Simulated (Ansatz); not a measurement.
**C2H8Sn: inputs that go wrong**

6 inputs were typed for C2H8Sn. Each is run as it stands; the log then has to tell whether the result can be used.

The runs use Ansatz 0.2.0, Gaussian basis; the settings change from run to run.

## 1. The geometry

The geometry comes from an earlier relaxation with PBE0-D4 in a triple-zeta def2 set; it is a stationary point, not always the lowest conformer. Sn takes a core potential in def2 sets; no spin-orbit term is included.

SMILES `[CH3][SnH2][CH3]`, 11 atoms, charge 0, spin multiplicity 1.

Atoms are counted from 1 here; the program's logs count them from 0.

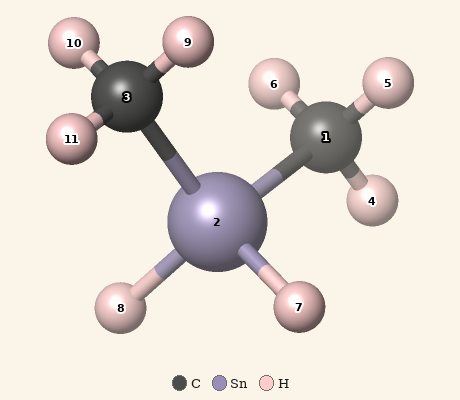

The geometry (carbon dark grey, tin purple, hydrogen pink); atoms are numbered from 1 in the order of the file.

As a file:

```csv
atom,x (Å),y (Å),z (Å)
C1,-1.3074,1.1303,-0.4680
Sn2,-0.2651,-0.7332,-0.2931
C3,1.5799,-0.4404,0.7556
H4,-2.2477,0.9908,-1.0016
H5,-0.6962,1.8493,-1.0147
H6,-1.5217,1.5320,0.5229
H7,0.0540,-1.3635,-1.8553
H8,-1.2383,-1.8600,0.5570
H9,2.2060,0.2716,0.2167
H10,1.3829,-0.0502,1.7547
H11,2.1188,-1.3836,0.8465
```

## 2. Try 1

Contents of in.yaml:

```yaml
crystal:
  periodic: [false, false, false]
  atoms:
    - {symbol: C, position_ang: [-1.307361, 1.130295, -0.468031]}
    - {symbol: Sn, position_ang: [-0.265103, -0.733239, -0.293141]}
    - {symbol: C, position_ang: [1.579921, -0.440384, 0.755557]}
    - {symbol: H, position_ang: [-2.247723, 0.990835, -1.001619]}
    - {symbol: H, position_ang: [-0.696232, 1.849254, -1.014695]}
    - {symbol: H, position_ang: [-1.521658, 1.531966, 0.522907]}
    - {symbol: H, position_ang: [0.054015, -1.363500, -1.855276]}
    - {symbol: H, position_ang: [-1.238298, -1.859970, 0.556979]}
    - {symbol: H, position_ang: [2.205954, 0.271631, 0.216721]}
    - {symbol: H, position_ang: [1.382943, -0.050246, 1.754662]}
    - {symbol: H, position_ang: [2.118842, -1.383641, 0.846537]}
basis:
  gaussian: {orbitals: def2-mTZVP, fitting: {mean_field: cc-pVTZ-jkfit}}
hamiltonian: {xc: {name: r2SCAN50}, dispersion: d3bjatm, pseudopotentials: {relativity: none}}
accuracy: high
```

Run with:

```
$ ansatz run in.yaml --threads 4 --pin off --events-out ev --progress --plain --max-ram 10444MiB
```

The log of the run:

```text
Functional definition: r2SCAN50
  name "r2SCAN50"
  cite "Bursch, Neugebauer, Ehlert & Grimme, J. Chem. Phys. 156, 134105 (2022) doi:10.1063/5.0086040"
  cite "Furness, Kaplan, Ning, Perdew & Sun, J. Phys. Chem. Lett. 11, 8208 (2020) doi:10.1021/acs.jpclett.0c02405"
  cite "Furness, Kaplan, Ning, Perdew & Sun, J. Phys. Chem. Lett. 11, 9248 (2020) doi:10.1021/acs.jpclett.0c03077"
  parent r2scan
  parameter a = 0.5
  parameter k0 = 0.174
  parameter k1 = 0.065
  parameter a1 = 4.9479
  exchange = (1 - a)*r2scan_x(k0 = k0, k1 = k1, a1 = a1) + a*exact_x
  correlation = r2scan_c
Error: <dir> the basis set cc-pVTZ-JKFIT has no functions for Sn
```

It took 0.15 s on 4 threads of Intel Xeon 6975P-C, shared host.

**Diagnosis.** The program refused the input. The fitting set named has no entry for an element of this molecule. Cure: leave the fitting key out, or name a set that covers all elements and suits the basis.

## 3. Try 2

Contents of in.yaml:

```yaml
crystal:
  periodic: [false, false, false]
  atoms:
    - {symbol: C, position_ang: [-1.307361, 1.130295, -0.468031]}
    - {symbol: Sn, position_ang: [-0.265103, -0.733239, -0.293141]}
    - {symbol: C, position_ang: [1.579921, -0.440384, 0.755557]}
    - {symbol: H, position_ang: [-2.247723, 0.990835, -1.001619]}
    - {symbol: H, position_ang: [-0.696232, 1.849254, -1.014695]}
    - {symbol: H, position_ang: [-1.521658, 1.531966, 0.522907]}
    - {symbol: H, position_ang: [0.054015, -1.363500, -1.855276]}
    - {symbol: H, position_ang: [-1.238298, -1.859970, 0.556979]}
    - {symbol: H, position_ang: [2.205954, 0.271631, 0.216721]}
    - {symbol: H, position_ang: [1.382943, -0.050246, 1.754662]}
    - {symbol: H, position_ang: [2.118842, -1.383641, 0.846537]}
basis:
  gaussian: {orbitals: def2-SVPD, fitting: {mean_field: cc-pVTZ-jkfit}}
magnetization: {spin_polarized: true, initial_magnetization: 2}
hamiltonian: {xc: {name: PBE0}, dispersion: d3bjatm}
```

Launched as before.

The log of the run:

```text
Functional definition: PBE0
  name "PBE0"
  cite "Adamo & Barone, J. Chem. Phys. 110, 6158 (1999) doi:10.1063/1.478522"
  cite "Perdew, Burke & Ernzerhof, Phys. Rev. Lett. 77, 3865 (1996) doi:10.1103/PhysRevLett.77.3865"
  parent pbe
  parameter a = 0.25
  parameter kappa = 0.804
  parameter beta = 0.06672455060314922
  exchange = (1 - a)*pbe_x(kappa = kappa, mu = beta*pi^2/3) + a*exact_x
  correlation = pbe_c(beta = beta)
Error: <dir> the basis set cc-pVTZ-JKFIT has no functions for Sn
```

Wall time 0.05 s (4 threads of Intel Xeon 6975P-C, shared host).

**Diagnosis.** Refused before any calculation. The fitting set named has no entry for an element of this molecule. Cure: leave the fitting key out, or name a set that covers all elements and suits the basis. The input also asks for charge 0 and multiplicity 3, not those of the species named; set them back first.

## 4. Try 3

Contents of in.yaml:

```yaml
crystal:
  periodic: [false, false, false]
  atoms:
    - {symbol: C, position_ang: [-1.307361, 1.130295, -0.468031]}
    - {symbol: Sn, position_ang: [-0.265103, -0.733239, -0.293141]}
    - {symbol: C, position_ang: [1.579921, -0.440384, 0.755557]}
    - {symbol: H, position_ang: [-2.247723, 0.990835, -1.001619]}
    - {symbol: H, position_ang: [-0.696232, 1.849254, -1.014695]}
    - {symbol: H, position_ang: [-1.521658, 1.531966, 0.522907]}
    - {symbol: H, position_ang: [0.054015, -1.363500, -1.855276]}
    - {symbol: H, position_ang: [-1.238298, -1.859970, 0.556979]}
    - {symbol: H, position_ang: [2.205954, 0.271631, 0.216721]}
    - {symbol: H, position_ang: [1.382943, -0.050246, 1.754662]}
    - {symbol: H, position_ang: [2.118842, -1.383641, 0.846537]}
basis:
  gaussian: {orbitals: def2-mTZVPP, fitting: {mean_field: cc-pVTZ-jkfit}, final_grid: {core_spheres: 20, valence_spheres: 16, degree: 47}}
total_charge: 1
magnetization: {spin_polarized: true, initial_magnetization: 1}
hamiltonian: {xc: {name: r2SCAN0}, dispersion: d4}
```

The command is unchanged.

The log of the run:

```text
Functional definition: r2SCAN0
  name "r2SCAN0"
  cite "Bursch, Neugebauer, Ehlert & Grimme, J. Chem. Phys. 156, 134105 (2022) doi:10.1063/5.0086040"
  cite "Furness, Kaplan, Ning, Perdew & Sun, J. Phys. Chem. Lett. 11, 8208 (2020) doi:10.1021/acs.jpclett.0c02405"
  cite "Furness, Kaplan, Ning, Perdew & Sun, J. Phys. Chem. Lett. 11, 9248 (2020) doi:10.1021/acs.jpclett.0c03077"
  parent r2scan
  parameter a = 0.25
  parameter k0 = 0.174
  parameter k1 = 0.065
  parameter a1 = 4.9479
  exchange = (1 - a)*r2scan_x(k0 = k0, k1 = k1, a1 = a1) + a*exact_x
  correlation = r2scan_c
Error: <dir> the basis set cc-pVTZ-JKFIT has no functions for Sn
```

Run time: 0.15 s. Hardware: 4 threads of Intel Xeon 6975P-C, shared host.

What is wrong: Refused before any calculation. The fitting set named has no entry for an element of this molecule. Cure: leave the fitting key out, or name a set that covers all elements and suits the basis. The input also asks for charge 1 and multiplicity 2, not those of the species named; set them back first.

## 5. Try 4

Contents of in.yaml:

```yaml
crystal:
  periodic: [false, false, false]
  atoms:
    - {symbol: C, position_ang: [-2.470555, 2.135949, -0.884451]}
    - {symbol: Sn, position_ang: [-0.500973, -1.385621, -0.553957]}
    - {symbol: C, position_ang: [2.985620, -0.832205, 1.427796]}
    - {symbol: H, position_ang: [-4.247583, 1.872408, -1.892787]}
    - {symbol: H, position_ang: [-1.315688, 3.494586, -1.917497]}
    - {symbol: H, position_ang: [-2.875518, 2.894996, 0.988151]}
    - {symbol: H, position_ang: [0.102073, -2.576643, -3.505965]}
    - {symbol: H, position_ang: [-2.340044, -3.514835, 1.052538]}
    - {symbol: H, position_ang: [4.168650, 0.513308, 0.409543]}
    - {symbol: H, position_ang: [2.613385, -0.094951, 3.315833]}
    - {symbol: H, position_ang: [4.004032, -2.614704, 1.599724]}
basis:
  gaussian: {orbitals: def2-TZVPP}
total_charge: -1
magnetization: {spin_polarized: true, initial_magnetization: 1}
hamiltonian: {xc: {name: r2SCANh}}
scf: {lower_state_search: off}
```

Same command.

The log of the run, shortened:

```text
Functional definition: r2SCANh
  name "r2SCANh"
  cite "Bursch, Neugebauer, Ehlert & Grimme, J. Chem. Phys. 156, 134105 (2022) doi:10.1063/5.0086040"
  cite "Furness, Kaplan, Ning, Perdew & Sun, J. Phys. Chem. Lett. 11, 8208 (2020) doi:10.1021/acs.jpclett.0c02405"
  cite "Furness, Kaplan, Ning, Perdew & Sun, J. Phys. Chem. Lett. 11, 9248 (2020) doi:10.1021/acs.jpclett.0c03077"
  parent r2scan
[...]
1235 factors; their error is unknown
[...]
mean field -8009.38722514 eV, -294.3395515661 hartree, gradient 8.4e-6 eV, S^2 4.125908; 0 other end points of the search recorded, 0 dependent functions left out
reference -8009.38725570 eV, -294.3395526894 hartree; 22, 21 occupied and 202, 203 virtual orbitals, 1235 factors
Total energy: -8009.38725570 eV, -294.3395526894 hartree
Checks for a lower state left out: stability, starts, cluster_reference, orbital_swaps, neighbouring_geometries, increment
```

Run time: 2.4 s. Hardware: 4 threads of Intel Xeon 6975P-C, shared host; peak memory 0.5 GiB.

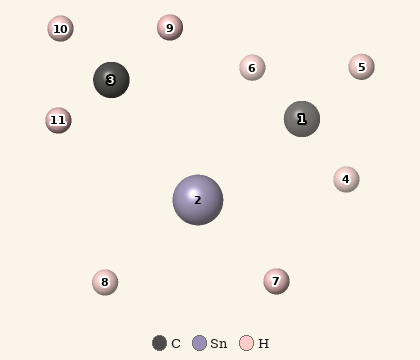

The geometry of this input.

**Diagnosis.** It ended without an error, which proves nothing about the input. The coordinates are in bohr but typed as ångström. The shortest distance is 2.06 Å (C1–H4), against 1.09 Å in the relaxed molecule. It also asks for charge -1 and multiplicity 2, another species or state than the molecule above. Its energy is no property of the relaxed molecule. Fix: take the coordinates from the file in ångström, and set charge and spin to those of the species named.

## 6. Try 5

Contents of in.yaml:

```yaml
crystal:
  periodic: [false, false, false]
  atoms:
    - {symbol: C, position_ang: [-1.321135, 1.194858, -0.451632]}
    - {symbol: Sn, position_ang: [-0.214683, -0.704355, -0.232982]}
    - {symbol: C, position_ang: [1.523866, -0.458914, 0.775024]}
    - {symbol: H, position_ang: [-2.087867, 0.977506, -0.903136]}
    - {symbol: H, position_ang: [-0.587637, 1.930992, -0.975791]}
    - {symbol: H, position_ang: [-1.652426, 1.577458, 0.510681]}
    - {symbol: H, position_ang: [0.021182, -1.450905, -1.804065]}
    - {symbol: H, position_ang: [-1.282325, -1.997095, 0.673097]}
    - {symbol: H, position_ang: [2.197967, 0.292089, 0.239536]}
    - {symbol: H, position_ang: [1.494757, -0.132861, 1.724955]}
    - {symbol: H, position_ang: [2.201078, -1.321092, 0.870421]}
basis:
  gaussian: {orbitals: def2-TZVP, point_charges: [{charge: -1.00, position_ang: [6.166, 0.450, 0.837]}]}
hamiltonian: {xc: {name: HF}}
correlation: {method: mp2, frozen_orbitals: {C: 9}}
accuracy: high
scf: {lower_state_search: light}
output: {forces: true}
```

Launched as before.

The log of the run:

```text
Functional definition: HF
  name "HF"
  cite "Fock, Z. Phys. 61, 126 (1930) doi:10.1007/BF01340294"
  parent pbe
  exchange = exact_x
  correlation = 0
Error: "frozen_orbitals" has no count for Sn
```

It took 0.05 s on 4 threads of Intel Xeon 6975P-C, shared host.

**Diagnosis.** The program refused the input. Frozen orbitals are typed for one element alone, and the program wants a count for each. Its coordinates are also moved off the relaxed structure (shortest distance 0.92 Å, against 1.09 Å), and have to be restored too. Cure: leave frozen_orbitals out, or give every element a count that its core really has, and remove the point charge.

## 7. Try 6

Contents of in.yaml:

```yaml
crystal:
  periodic: [false, false, false]
  atoms:
    - {symbol: C, position_ang: [-1.429201, 1.144767, -0.307239]}
    - {symbol: Sn, position_ang: [-0.208601, -0.773989, -0.226439]}
    - {symbol: C, position_ang: [1.577475, -0.444033, 0.883461]}
    - {symbol: H, position_ang: [-2.301014, 1.049671, -1.050684]}
    - {symbol: H, position_ang: [-0.628965, 1.844432, -1.009682]}
    - {symbol: H, position_ang: [-1.484699, 1.383847, 0.485694]}
    - {symbol: H, position_ang: [0.129512, -1.332486, -1.892556]}
    - {symbol: H, position_ang: [-1.044649, -1.935522, 0.487775]}
    - {symbol: H, position_ang: [2.237380, 0.399747, 0.193566]}
    - {symbol: H, position_ang: [1.290676, -0.115391, 1.871158]}
    - {symbol: H, position_ang: [2.175585, -1.332419, 0.915561]}
basis:
  gaussian: {orbitals: def2-mTZVP}
hamiltonian: {xc: {name: HF}}
correlation: {method: mp2, frozen_orbitals: {C: 0}}
output: {forces: true}
```

Launched as before.

The log of the run:

```text
Functional definition: HF
  name "HF"
  cite "Fock, Z. Phys. 61, 126 (1930) doi:10.1007/BF01340294"
  parent pbe
  exchange = exact_x
  correlation = 0
Error: "frozen_orbitals" has no count for Sn
```

Wall time 0.05 s (4 threads of Intel Xeon 6975P-C, shared host).

What is wrong: Refused before any calculation. Frozen orbitals are typed for one element alone, and the program wants a count for each. Its coordinates are also moved off the relaxed structure (shortest distance 0.83 Å, against 1.09 Å), and have to be restored too. To mend it, leave frozen_orbitals out, or give every element a count that its core really has.

## 8. How the tries ended

```csv
try,level,ended,cause,time
1,r2SCAN50/def2-mTZVP,refused,the fitting set named has no entry for an element of this molecule,0.15 s
2,PBE0/def2-SVPD,refused,the fitting set named has no entry for an element of this molecule,0.05 s
3,r2SCAN0/def2-mTZVPP,refused,the fitting set named has no entry for an element of this molecule,0.15 s
4,r2SCANh/def2-TZVPP,converged,the coordinates are in bohr but typed as ångström,2.4 s
5,MP2/def2-TZVP,refused,"frozen orbitals are typed for one element alone, and the program wants a count for each",0.05 s
6,MP2/def2-mTZVP,refused,"frozen orbitals are typed for one element alone, and the program wants a count for each",0.05 s
```

In words: 5 refused, 1 converged. A refusal costs next to no computing time. The dangerous case is the input that converges on a wrong geometry, charge, spin, basis or grid: often only a look at the input shows it.
